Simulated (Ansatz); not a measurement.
**Kohn anomalies in Ir-Pd stack of (111) layers**

Does Ir-Pd stack of (111) layers have a Kohn anomaly or a soft branch that a wide smearing hides? The first relaxation steps of the session are not shown, so no cell shown is the starting entry, unless a step says so.

Main program and level: Ansatz 0.2.0; DFT PBEsol, scalar-relativistic, plane waves, PAW.

### 1. The cell after earlier relaxation steps

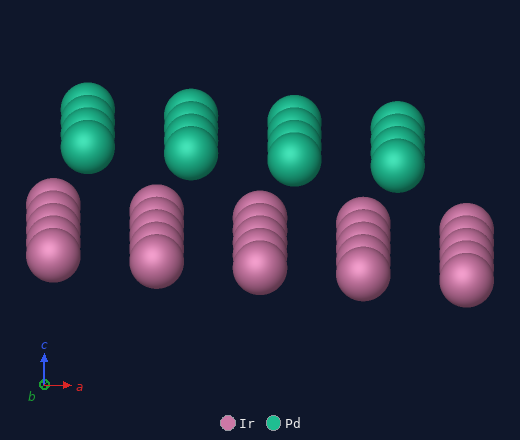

The starting structure, seen nearly edge on (iridium pink, palladium teal). 4×4×1 cells are drawn. Some periodic images of atoms are drawn too.

The cell holds 2 atoms: 1 Ir and 1 Pd. Cell: a = 2.629 Å, b = 2.629 Å, c = 28.292 Å, α = 90.0°, β = 90.0°, γ = 120.0°. Vacuum lies along c.

### 2. Relaxing tightly for phonons

Phonons are second derivatives about the minimum, so the remaining forces must be small: the thresholds are tightened. Earlier relaxation steps are not shown.

The input, input.yaml:

```yaml
crystal:
  lattice:
    - [2.6292997402, -2.7594e-06, 0.0]
    - [-1.3146474804, 2.2770417489, 0.0]
    - [0.0, 0.0, 28.2917840871]
  atoms:
    - { symbol: Ir, position: [0.0, 0.0, 0.1941255616] }
    - { symbol: Pd, position: [0.3333333333, 0.6666666667, 0.2740630107] }
  periodic: [true, true, false]
kpoints:
  mp_grid: { grid: [12, 12, 1] }
hamiltonian:
  xc: pbesol
scf:
  occupations: { method: methfessel_paxton, width: 0.2 }
output:
  forces: true
  stress: true
  eigenvalues: true
  write_density: true
  write_potential: true
  elf: true
  volumetric_format: npy
relax:
  adjacent_minimum: "off"
  f_tol: 0.001
  max_steps: 60
  cell: { stress_2d_tol: 0.002 }
```

Launch:

```console
ansatz run input.yaml --threads 4 --pin off --max-ram 8192MiB --backend cpu --events-out ev --progress --plain --runs-dir out
```

Numbers of over 12 decimals in the logs are rounded to 6 here.

Output:

```text
[the first part of the log is left out]
  E_xc         = -432.282476
  E_vxc        = -508.306335  (∫ρ·V_xc dr)
  E_paw        = -12774.059483  (= ΣΔE_a)
  E_vpaw       = -564.906280  (= ΣTr[D̂ρ^β])
  E_aug_tail   = 0.000256  (compensation charges beyond the density's cutoff)
  E_ewald      = 47938.770147
  E_core_change = 0.567809  (= ΣΔE_core)
  E_smearing   = -0.017969  (= −TS)
  E_closure    = -0.000000  (closes the sum)
  Σ components = -18703.839449   (vs F -18703.839449, Δ=0.00e0)
--- Forces (eV/Å), atoms counted from 1 ---
  atom   1  Ir    -0.00000000    -0.00000000    -0.00003319
  atom   2  Pd     0.00000000     0.00000000     0.00003309
  max |Σ_I F_I| component: 9.94e-8 eV/Å
--- 2D stress c σ (N/m, compression-positive) ---
       -0.001082      -0.000000      -0.000000
       -0.000000      -0.001082      -0.000000
       -0.000000      -0.000000      -0.000000
  P = ½ c Tr σ = -0.0011 N/m
--- Band table (eV; the first three rows and the last of 19) ---
  k-point 0: bands = ["-97.7035", "-89.7699", "-55.4440", "-55.3010", "-55.3010", "-54.3638", "-54.2093", "-54.2093", "-14.1849", "-11.7601", "-9.1919", "-8.5730", "-8.5730", "-8.3830", "-8.3830", "-6.9347", "-6.4470", "-6.4470", "-4.8832", "-4.8832", "-4.7873", "-0.3404"]
  k-point 1: bands = ["-97.6989", "-89.7654", "-55.4385", "-55.3363", "-55.3094", "-54.3571", "-54.2667", "-54.2229", "-13.8744", "-11.5227", "-9.1613", "-8.7360", "-8.5646", "-8.3764", "-8.1691", "-7.2627", "-6.5029", "-6.4815", "-5.5790", "-4.9168", "-3.5665", "-0.1406"]
  k-point 2: bands = ["-97.6864", "-89.7530", "-55.4360", "-55.4196", "-55.3325", "-54.4218", "-54.3390", "-54.2600", "-13.0528", "-10.9496", "-9.2668", "-9.1383", "-8.7035", "-7.8614", "-7.8211", "-7.5621", "-7.0131", "-6.5869", "-5.2277", "-5.0090", "-2.2043", "0.4496"]
  k-point 18: bands = ["-97.6263", "-89.6934", "-55.6657", "-55.6617", "-55.3543", "-54.7921", "-54.7829", "-54.2528", "-10.3008", "-9.8613", "-9.7136", "-8.7103", "-8.5155", "-8.4470", "-8.3556", "-6.8439", "-6.0516", "-5.4163", "1.2124", "2.5643", "2.8212", "3.4231"]
--- Relaxed structure (4 steps of the walk, 4 accepted, 1 SCFs on fresh bases) ---
  F+E_penalty+E_count = -18703.83944896 eV   max|allowed force component| = 3.314e-5 eV/Å   (the final SCF, on the basis selected at the relaxed cell)
  cell:  # Å, volume = 169.3206 Å³
    - [2.628812, -2.758881673950855e-6, 0]
    - [-1.314403, 2.276619, 0]
    - [0, 0, 28.2917840871]
  atoms:
    - { symbol: Ir, position: [0, -3.703106787766006e-17, 0.194096] }
    - { symbol: Pd, position: [0.333333, 0.666667, 0.274093] }
```

It took 15 s on 4 threads of Arm Neoverse V1, shared host; peak memory 0.47 GiB; 57 s of CPU time.

Little changed from the start: no atom moved by 0.005 Å and no cell edge by 0.1 %.

This step gave:

- metallic on mesh: yes
- gap on the k-mesh: 0 eV

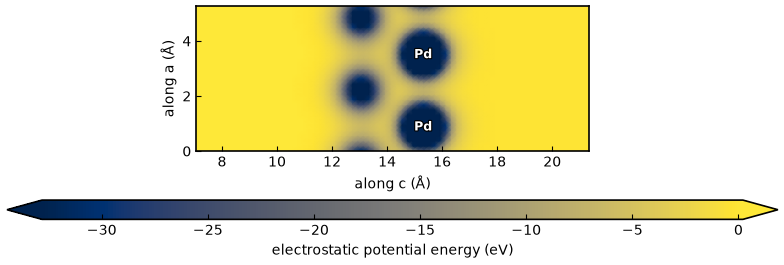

Electrostatic potential energy in the ca plane at fractional y = 0.667, with atoms of Pd within 0.2 Å of it. With pseudopotentials it is smooth inside the atoms' cores, unlike the true potential. The far vacuum is left out of the map.

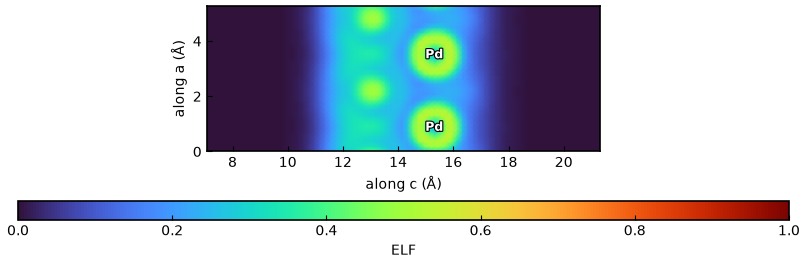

ELF in the ca plane at fractional y = 0.667, with atoms of Pd within 0.2 Å of it. It is the smooth field of the valence electrons, not physical close to the nuclei. The far vacuum is left out of the map.

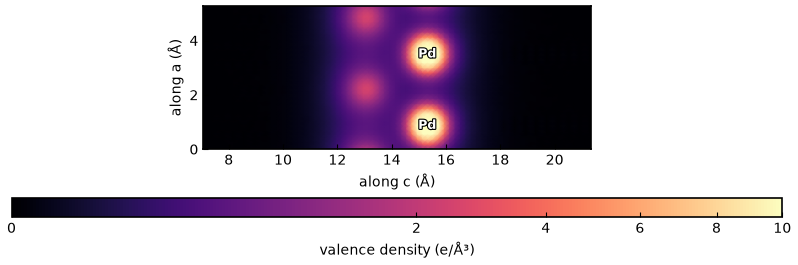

Valence density in the ca plane at fractional y = 0.667, with atoms of Pd within 0.2 Å of it. It is the smooth field of the valence electrons, not physical close to the nuclei. The colour scale is stretched toward low values. The far vacuum is left out of the map.

### 3. Wavevectors along a line: Fermi–Dirac smearing of 0.1 eV

The smearing blurs the Fermi surface that screens the phonons; a Fermi–Dirac width is an electronic temperature.

The input, input.yaml:

```yaml
crystal:
  lattice:
    - [2.628811627, -2.7589e-06, 0.0]
    - [-1.3144034243, 2.2766190302, 0.0]
    - [0.0, 0.0, 28.2917840871]
  atoms:
    - { symbol: Ir, position: [0.0, 0.0, 0.1940958864] }
    - { symbol: Pd, position: [0.3333333333, 0.6666666667, 0.2740926859] }
  periodic: [true, true, false]
kpoints:
  mp_grid: { grid: [24, 24, 1] }
hamiltonian:
  xc: pbesol
scf:
  occupations: { method: fermi_dirac, width: 0.1 }
output:
  eigenvalues: true
phonons:
  method: dfpt
  qpoints:
    - [0, 0, 0]
    - [0.041666667, 0.0, 0.0]
    - [0.125, 0.0, 0.0]
    - [0.208333333, 0.0, 0.0]
    - [0.291666667, 0.0, 0.0]
    - [0.375, 0.0, 0.0]
    - [0.458333333, 0.0, 0.0]
```

Output:

```text
The run solves and reports these wavevectors of phonons.qpoints, in the list's order, at another value: [0.041666667, 0.0, 0.0] as [0.041667, 0.0, 0.0], [0.208333333, 0.0, 0.0] as [0.208333, 0.0, 0.0], [0.291666667, 0.0, 0.0] as [0.291667, 0.0, 0.0], [0.458333333, 0.0, 0.0] as [0.458333, 0.0, 0.0].
[...]
Crystal: 2 atoms, lattice volume = 169.321 Å³
Basis set: ecut = 420 eV, 3401 PW (Γ), exchange–correlation on 36×36×384 points (8 copies of the dense FFT grid, shifted against one another)
Bands: 22, of which v1, the nominal top of the filled ones, is band 18 counted from 1 (17 counted from 0)
Symmetry: 6 space group operations
k-points: 61 of 576 (time reversal used)
[...]
SCF iter   1: F=—  HF=-18703.936219 eV  |F-HF|=—  |Δ(HF+E_count)|=         —  Δρ=5.38e-3  dr2=5.73e-1  ethr=1.77e-3  ⟨swp⟩=14.2  Hψ=12115  notcnv=0
[...]
SCF iter  13: F=-18703.902624 eV  HF=-18703.902624 eV  |F-HF|=6.55e-11  |Δ(HF+E_count)|=  5.35e-10  Δρ=3.04e-8  dr2=2.15e-12  ethr=1.00e-12  ⟨swp⟩=11.4  Hψ=9412  notcnv=0
SCF 1 converged in 13 iterations: F = -18703.902624 eV  dr2 = 2.15e-12
[...]
NSCF: frozen V_eff on 61 k-points
WARN: eigensolver did not converge (k=0): 1 band(s) unlocked after 2 eigensolves, warm-restarted (20 sweeps on the last) at ethr=1.45e-12 eV (storage-precision floor; scheduled 1.00e-12 eV) (lowest unlocked band 21, counted from 0; max residual 1.20e-4 eV among the unlocked bands, 1.20e-4 eV over every band; other slots of this pass that fall short are told together in one closing line; warning suppressed until the next SCF loop or pass starts)
WARN: eigensolver did not converge in 46 slots of this pass, the one above among them; of largest residual over every band (k=21): 1 band(s) unlocked (lowest unlocked band 21, counted from 0; max residual 2.65e-3 eV among the unlocked bands, 2.65e-3 eV over every band); of lowest unlocked band (k=0): band 21
[...]
DFPT response loops at q = (0, 0, 0) (fractional): preconditioner auto → none (partly filled bands, converged f_vac=0.772); β = 0.50; Broyden in place of MSR1
[...]
SCF converged after 13 iterations
Free energy (F): -18703.902624 eV
[...]
Internal energy: -18703.772436 eV  (E = F + TS)
E sigma→0 (E₀):  -18703.837530 eV
Entropy (-TS):   -0.130187 eV (-65.094 meV/atom)
Fermi energy:    -5.380833 eV
[...]
--- Band table (eV; the first three rows and the last of 61) ---
  k-point 0: bands = [... 14 lower, -8.3304, -6.9264, -6.4521, -6.4521, -4.8504, -4.8504, -4.7836, -0.3683]
  k-point 1: bands = [... 14 lower, -8.2746, -7.0312, -6.4664, -6.4103, -5.3264, -4.8592, -4.2053, -0.3179]
  k-point 2: bands = [... 14 lower, -8.1083, -7.2552, -6.5054, -6.4735, -5.5677, -4.8850, -3.5525, -0.1673]
  k-point 60: bands = [... 14 lower, -8.3303, -6.8275, -6.0500, -5.3924, 1.2517, 2.5768, 2.8421, 3.4354]
--- Phonons (Γ-DFPT): 4 representative perturbations + reference (Σ response iterations 25) ---
  ASR residual: 7.765e-4 → 0.000e0 eV/Å²; symmetrization residual: 1.405e-5 eV/Å²
  ASR residual per site (eV/Å²): 7.77e-4 4.76e-4
  Γ frequencies (cm⁻¹): 0.00 0.00 0.00 71.79 71.79 168.41
  non-analytic LO–TO correction: not included (Born effective charges unavailable; polar crystals: no LO–TO splitting at Γ)
--- Phonons (arbitrary-q DFPT): 7 explicit q-points ---
  q = [0, 0, 0] (of the zone-centre solve; hermiticity 3.93e-6, symmetrization 6.25e-7): -0.00 0.00 0.00 71.79 71.79 168.41
  q = [0.041667, 0, 0] (4 solved perturbations in 1752 linear systems a pass and spin channel, the states on 576 of 576 k-point pairs; hermiticity 5.48e-6, symmetrization 5.84e-9): 3.39 17.69 32.82 74.22 79.17 167.83
[...]
sum rule: each row above includes the acoustic sum rule's correction from the zone centre's row sums; it moved no ω² by more than (1.10 cm⁻¹)²
```

The job ended after 24 min (4 threads; peak memory 3.8 GiB; 1.6 h of CPU time).

Each wavevector solved by linear response. Frequency against |q| along the line:

```csv
|q| along the line (Å⁻¹),mode 1 (cm⁻¹),mode 2 (cm⁻¹),mode 3 (cm⁻¹),mode 4 (cm⁻¹),mode 5 (cm⁻¹),mode 6 (cm⁻¹)
0.000,0,0,0,71.8,71.8,168
0.115,3.39,17.7,32.8,74.2,79.2,168
0.345,18.9,51.0,90.2,90.8,118,167
0.575,32.5,80.9,112,122,157,179
0.805,39.8,98.2,121,135,175,215
1.035,36.6,109,116,153,181,245
1.265,22.1,113,115,163,178,260
```

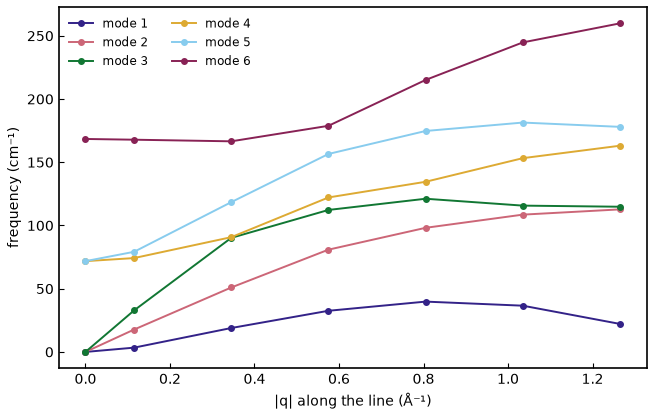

Frequency against |q| along the line.

### 4. Results

| Quantity | Value |
| --- | --- |
| phonon run of the rows without a label of their own | PBEsol, k 24×24×1 |
| lowest branch at the last solved point, Fermi–Dirac 0.1 eV | 22.1 cm⁻¹ at \|q\| = 1.26 Å⁻¹ |

In words: Spin–orbit coupling, left out here, matters for Ir. The structure was built by hand as an ordered model, and its stability against other phases was not tested.

[Logs are printed without paths, hosts, clocks, repeated set-up lines and the standing remarks that a program may print on its own settings, such as how far it seeks lower states.]

[Hosts, paths, dates, database ids (printed as entryN), source tags and the programs' standing remarks are cut or masked in the printed files.]
